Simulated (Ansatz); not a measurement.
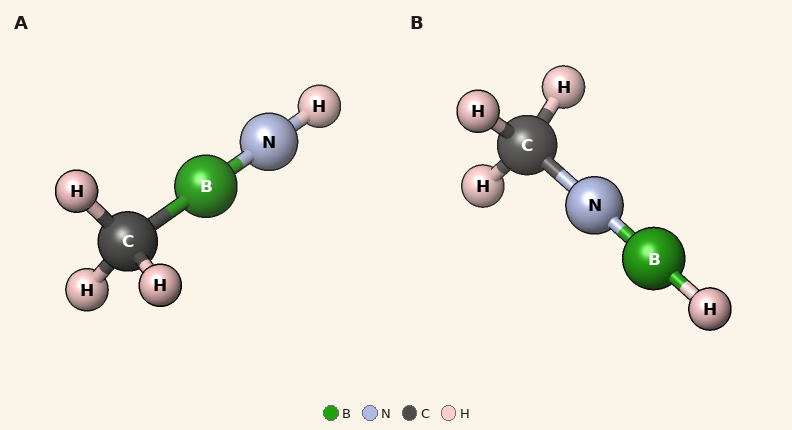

2 stationary structures of one formula. Geometries: PBE0-D4/def2-TZVP. Electronic energies: CCSD(T)/CBS (MP2 limit from def2-TZVPP and def2-QZVPP plus CCSD(T) − MP2) (Ansatz 0.2.0), without zero-point energy. Each is one conformer, not always the lowest.

Which is lowest in energy, and by how much?

Answer. A is lowest (C3v, a minimum); B lies 0.740 eV above it (C3v, a minimum).
